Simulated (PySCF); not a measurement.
**SiNH4 (SMILES [NH][SiH3]): UTPSSh/ma-def2-SVP**

What is the vertical doublet–quartet gap of SiNH4 at UTPSSh/ma-def2-SVP? 

The calculation is run with PySCF 2.14.0.

## 1. Starting point

The species is SiNH4 (6 atoms), meant as a doublet with charge 0. As SMILES, `[NH][SiH3]`. The coordinates come from a PBE0-D4/def2-TZVP relaxation.

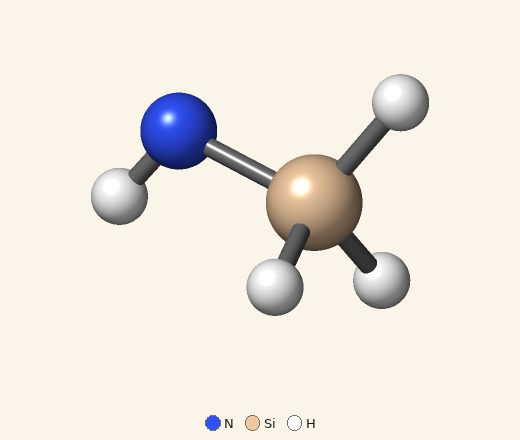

The structure, seen from a chosen angle (nitrogen blue, silicon light orange, hydrogen white).

## 2. A single-point energy at UTPSSh/ma-def2-SVP

Contents of calc.py:

```python
# [NH][SiH3]
from pyscf import gto, dft

system = gto.Mole()
system.atom = '''
N      1.118907    -1.578299     1.718706
Si    -0.384937     0.656869    -0.207870
H      1.743839    -3.100474     0.704301
H     -2.476675    -0.533470    -1.673352
H      1.491939     1.723052    -2.019928
H     -1.413704     2.711379     1.391216
'''
system.charge = 0
system.basis = 'ma-def2-svp'
system.spin = 1
system.max_memory = 1860
system.verbose = 3
system.unit = 'bohr'
system.build()

mf = dft.UKS(system)
mf.xc = 'tpssh'
mf.grids.level = 4
mf.conv_tol = 1e-10
mf.kernel()
if not mf.converged:
    mf = mf.newton().run(mf.mo_coeff, mf.mo_occ)

energy = mf.e_tot
print(f'total energy: {energy:.8f} hartree')
```

Launch:

```console
OMP_NUM_THREADS=1 python calc.py
```

The log of the run:

```text
converged SCF energy = -346.467871005555  <S^2> = 0.75385816  2S+1 = 2.0038544
total energy: -346.46787101 hartree
```

Run time: 14 s. Hardware: 1 thread of Arm Neoverse V1, shared host; peak memory 0.31 GiB.

## 3. The quartet, same level

Contents of run.py:

```python
from pyscf import gto, dft

mol = gto.M(
    atom='''
N      1.118907    -1.578299     1.718706
Si    -0.384937     0.656869    -0.207870
H      1.743839    -3.100474     0.704301
H     -2.476675    -0.533470    -1.673352
H      1.491939     1.723052    -2.019928
H     -1.413704     2.711379     1.391216
''',
    max_memory=1860,
    basis='ma-def2-svp',
    charge=0,
    spin=3,
    verbose=3,
    unit='bohr',
)

mf = dft.UKS(mol)
mf.xc = 'tpssh'
mf.grids.level = 4
mf.conv_tol = 1e-10
mf.kernel()
if not mf.converged:
    mf = mf.newton().run(mf.mo_coeff, mf.mo_occ)

e_final = mf.e_tot
print(f'total energy: {e_final:.8f} hartree')
```

Launch:

```console
OMP_NUM_THREADS=1 python run.py
```

The log of the run:

```text
WARN: HOMO -0.0338777635159779 >= LUMO -0.316415835135797

WARN: HOMO -0.0971230457361218 >= LUMO -0.32627431024296

WARN: HOMO -0.0860960647163123 >= LUMO -0.285605250551915

WARN: HOMO -0.0762601397872396 >= LUMO -0.273098303759743

WARN: HOMO -0.0815495186208812 >= LUMO -0.274367334867658

WARN: HOMO -0.0818720263033605 >= LUMO -0.273934250299128

WARN: HOMO -0.082044125756886 >= LUMO -0.273813334965487

WARN: HOMO -0.0820892696322311 >= LUMO -0.273660487546502

WARN: HOMO -0.0821208821435233 >= LUMO -0.273660596104358

WARN: HOMO -0.0821142898749918 >= LUMO -0.273655698424532

WARN: HOMO -0.0821135347584474 >= LUMO -0.273657613624446

WARN: HOMO -0.0821124119478065 >= LUMO -0.273655031599387

WARN: HOMO -0.08211230962808 >= LUMO -0.273655470884402

WARN: HOMO -0.0821122549879347 >= LUMO -0.273655750192404

converged SCF energy = -346.242224912397  <S^2> = 3.7606854  2S+1 = 4.0053391
total energy: -346.24222491 hartree
```

Run time: 16 s. Hardware: 1 thread of Arm Neoverse V1, shared host; peak memory 0.31 GiB.

## 4. What came out

Level: UTPSSh/ma-def2-SVP.

| quantity | value |
| --- | --- |
| doublet: total energy | -346.46787 Eh |
| doublet: dipole moment | 1.69 D |
| doublet: HOMO energy (highest over α and β) | -7.24 eV |
| doublet: LUMO energy (lowest over α and β) | -4.09 eV |
| doublet: ⟨S²⟩ | 0.754 |
| quartet: total energy | -346.24222 Eh |
| quartet: dipole moment | 0.60 D |
| quartet: HOMO energy (highest over α and β) | -2.23 eV |
| quartet: ⟨S²⟩ | 3.761 |
| vertical energy of the quartet above the doublet | 6.140 eV |

In words: At this shape the quartet lies 6.14 eV (142 kcal/mol) above the doublet. Mulliken charges (doublet) run from -0.57 on N1 to +0.34 on H3. Mulliken charges (quartet) run from -0.86 on Si2 to +0.38 on N1; they depend strongly on the basis.
